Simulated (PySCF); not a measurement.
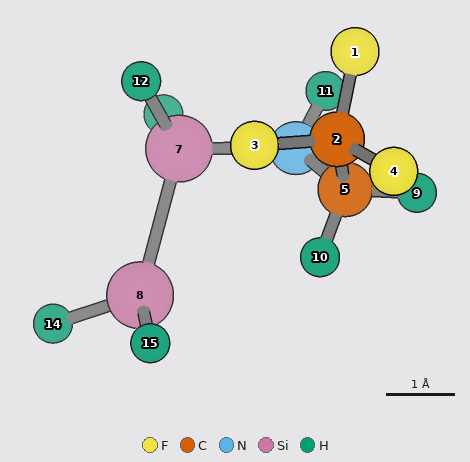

**Figure 1.** The structure (ball-and-stick view, seen at a tilt; atoms are numbered from 1 in the order of the input).

**Run report: C₂H₇F₃NSi₂, EPR calculation**

The run: EPR calculation of C₂H₇F₃NSi₂, multiplicity 2, SMILES FC(F)(F)CN[SiH2][SiH2]. Method and program: UKS B3LYP, pcH-1 on C F H N Si, non-relativistic, mean-field spin-orbit, GIAO (PySCF 2.14.0).

It belongs to a series of runs on one base structure; here: H removed from Si.

Input file:
```
{"job": {"kind": "epr", "basis": "pcH-1"}, "charge": 0, "multiplicity": 2}
F     -2.520903     1.038215    -0.251709
C     -1.849953    -0.004880    -0.761331
F     -1.103676     0.475917    -1.768275
F     -2.762703    -0.816152    -1.319553
C     -1.007768    -0.722390     0.296271
N     -0.173557     0.161065     1.040274
Si     1.221570     0.948483     0.349646
Si     2.446062    -0.734490    -0.566495
H     -1.708572    -1.255493     0.949277
H     -0.388455    -1.453827    -0.232469
H     -0.709451     0.718581     1.688067
H      0.817619     2.100429    -0.483402
H      1.849195     1.512674     1.551475
H      3.882928    -0.518217    -0.749896
H      2.003250    -1.441925    -1.775100
```

The first line tells a small driver script what to run in PySCF; the rest is the geometry in Å.

Hardware: 1 CPU thread, shared host.

Launch command:
```bash
OMP_NUM_THREADS=1 python <driver script> task.json out
```

What the program printed:
```
UKS, coarse grid
  cycle   1  E = -1013.55044531  |g| = 7.03e-01
  cycle   2  E = -1013.33486058  |g| = 1.11e+00
  cycle   3  E = -1013.70982289  |g| = 4.86e-02
  cycle   4  E = -1013.71044161  |g| = 2.77e-02
  cycle   5  E = -1013.71074574  |g| = 7.57e-03
  cycle   6  E = -1013.71076525  |g| = 2.26e-03
  cycle   7  E = -1013.71076773  |g| = 7.78e-04
UKS, final grid
  cycle   1  E = -1013.71085814  |g| = 1.11e-03
  cycle   2  E = -1013.71085750  |g| = 1.74e-03
  cycle   3  E = -1013.71085864  |g| = 1.07e-04
  cycle   4  E = -1013.71085864  |g| = 3.00e-05
  cycle   5  E = -1013.71085865  |g| = 1.09e-05
E = -1013.71085865 Eh   <S^2> = 0.7524 (exact 0.7500)
g shifts (ppm)      1          2          3
  rmc          -119       -119       -119
  gc              5         32         37
  oz_so         -78       2346       3493
  total        -193       2259       3410
hyperfine (MHz)  atom isotope    a_iso     a_fc   dipolar eigenvalues
    0   19F       1.72       1.72     -1.04     -0.81      1.85
    1   13C      -0.26      -0.26     -0.20     -0.19      0.38
    2   19F       1.11       1.11     -1.76     -0.80      2.56
    3   19F      -0.00      -0.01     -0.54     -0.48      1.02
    4   13C       0.96       0.96     -0.61     -0.21      0.82
    5   14N       2.45       2.45     -0.30     -0.11      0.41
    6  29Si      -4.07      -4.11     -7.63      2.34      5.29
    7  29Si    -332.73    -333.72   -178.10     88.15     89.95
    8    1H      -0.22      -0.22     -0.99     -0.82      1.80
    9    1H      -0.43      -0.44     -3.04     -2.57      5.61
   10    1H      -1.65      -1.65     -1.31     -0.80      2.10
   11    1H      60.04      60.04     -2.48     -0.10      2.58
   12    1H      -3.07      -3.07     -2.39     -1.25      3.63
   13    1H     -10.93     -10.96    -10.63      2.09      8.53
   14    1H       1.10       1.06    -10.60      2.38      8.22
```

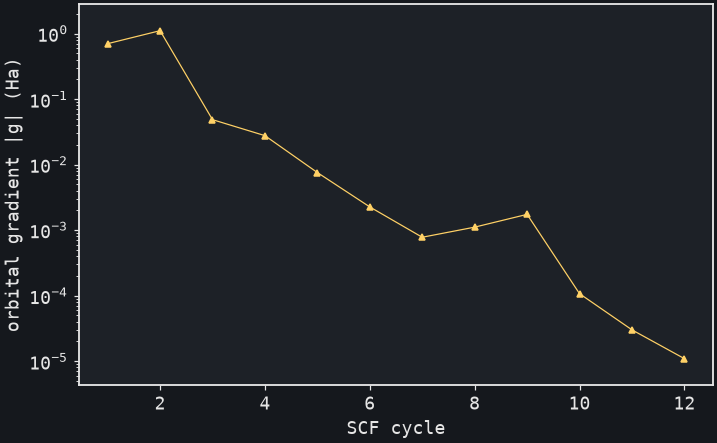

**Figure 2.** Convergence of the self-consistent field: orbital gradient |g| against the SCF cycle. All cycles printed in the log are drawn one after another.

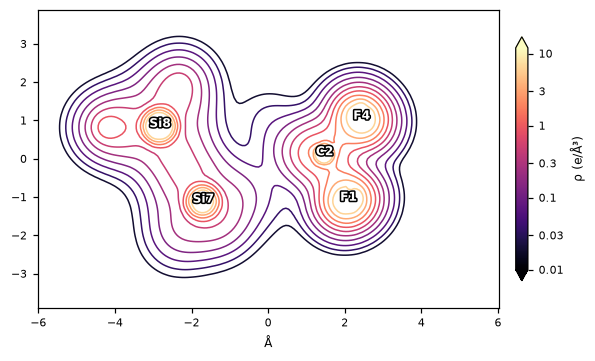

**Figure 3.** Electron density on the plane of atoms F1, C2 and F4. Si–Si (2.27 Å): ρ at the midpoint is about 0.68 e/Å³.

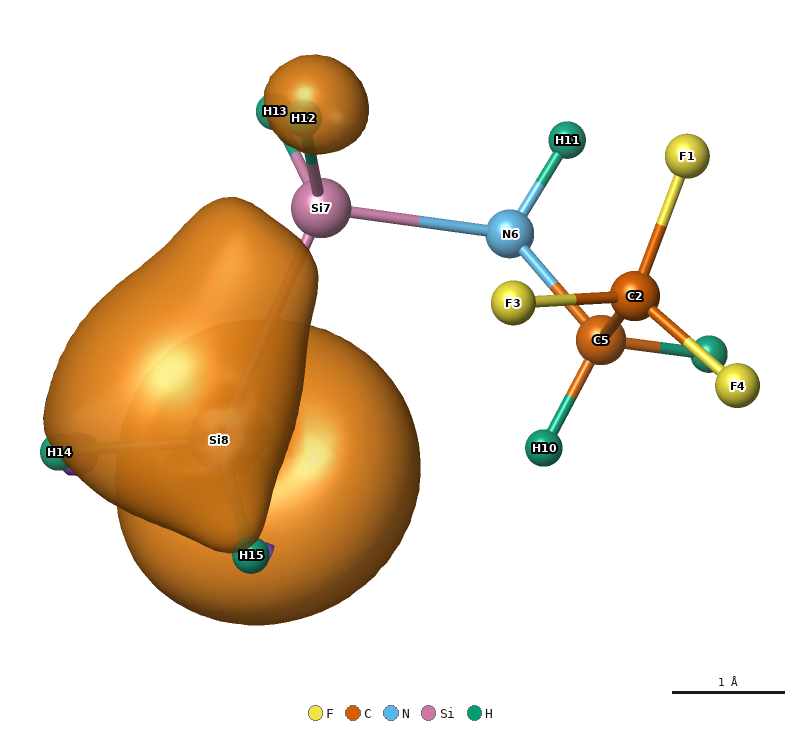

**Figure 4.** Isosurfaces of the spin density (α minus β) at +0.015 (orange) and −0.015 e/Å³ (purple), seen at a tilt. The unpaired spin (1 electron) lies mostly on Si8 (about 0.8) and Si7 (about 0.1), in electrons by Hirshfeld's partition.

Summary:

| quantity | value |
| --- | --- |
| outcome | converged |
| total energy | −1013.710859 hartree |
| ⟨S²⟩ | 0.752 |
| isotropic g | 2.0041 |
| wall time | 2.2 min |
| peak memory | 0.97 GiB |
